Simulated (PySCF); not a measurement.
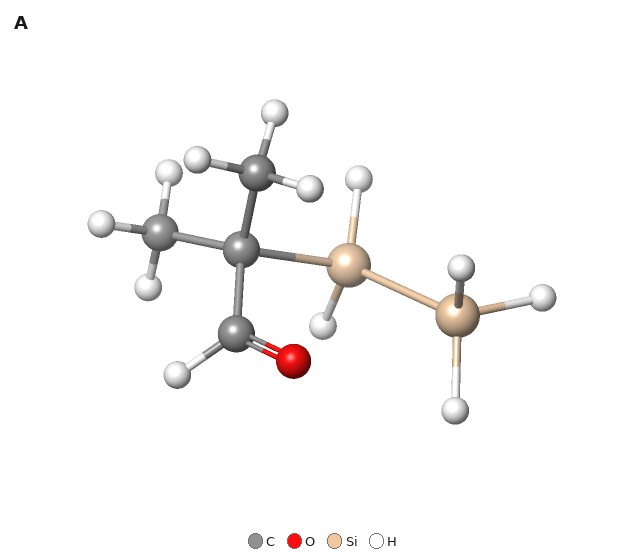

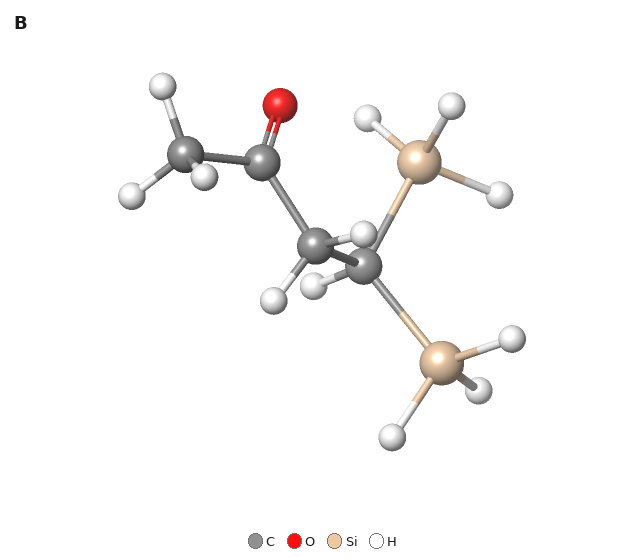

2 stationary structures of one formula. Geometries: GFN2-xTB. Electronic energies: PBE0/pcSseg-1 (PySCF 2.14.0), without zero-point energy. No frequency run is at hand to confirm each as a minimum. Each is one conformer, not always the lowest.

> Are they conformers, stereoisomers or constitutional isomers?

They are constitutional isomers of C4H12OSi2: A `CC(C)(C=O)[SiH2][SiH3]`, B `CC(=O)CC([SiH3])[SiH3]`.

> Which structure is the most stable?

B is lowest; A lies 5.3 kcal/mol above it.

The geometry is semi-empirical. Around Si such bond lengths and angles can be off by a tenth of an ångström or more and by several degrees, and values that hang on the shape move with them.
